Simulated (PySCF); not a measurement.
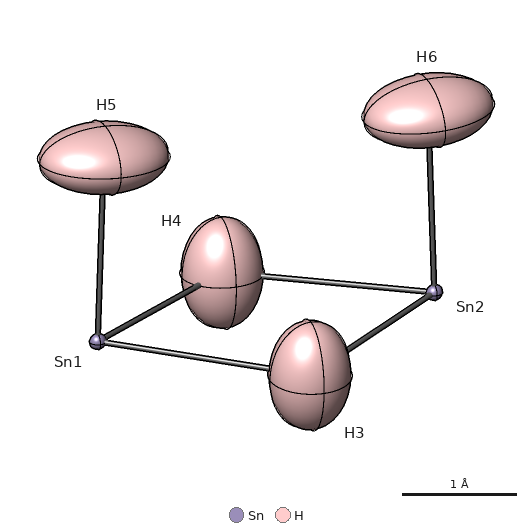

Displacement ellipsoids at the 50 % level, enlarged 2 times, from the internal vibrations of the free molecule (harmonic, no overall translation or rotation; no half-axis is drawn under 0.075 Å). Vibrations computed with RKS-based PBE0, Sn def2-TZVP with ECP28, H def2-TZVP; scalar-relativistic core potentials; density fitting (PySCF 2.14.0). Temperature: 0 K (zero-point motion alone).

Question: Which atom moves most?

Answer: H5, H6, with U_eq = 0.0226 Å².

Question: Does H5 move more along its bond or across it?

Answer: Across it: the root-mean-square amplitude is 0.097 Å along the bond and up to 0.192 Å across, since bending and torsion are softer than stretching.

Give the displacement parameters, one line for each set of equivalent atoms.

| atom | U_eq (Å²) | rms amplitudes (Å) |
| --- | --- | --- |
| Sn1, Sn2 | 0.00015 | 0.002, 0.002, 0.021 |
| H3, H4 | 0.0189 | 0.120, 0.120, 0.167 |
| H5, H6 | 0.0226 | 0.097, 0.147, 0.192 |
